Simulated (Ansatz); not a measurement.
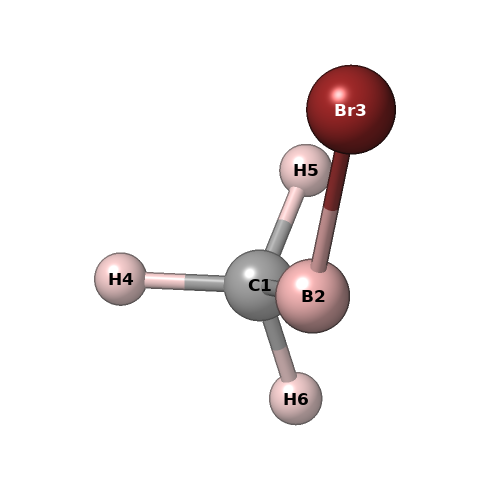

Figure made from data computed with Ansatz.

C1 lies behind B2. The molecule seen a little off the B2–C1 bond, B2 in front. Depth is shown by fading: the farther an atom, the more it takes the colour of the background. The species is neutral and a spin doublet. Geometry: moved along internal coordinates away from the minimum.

Question: What is the torsion angle Br3–B2–C1–H4? The sign is positive where the front bond must turn clockwise to cover the back bond.

Answer: −88°, about perpendicular.
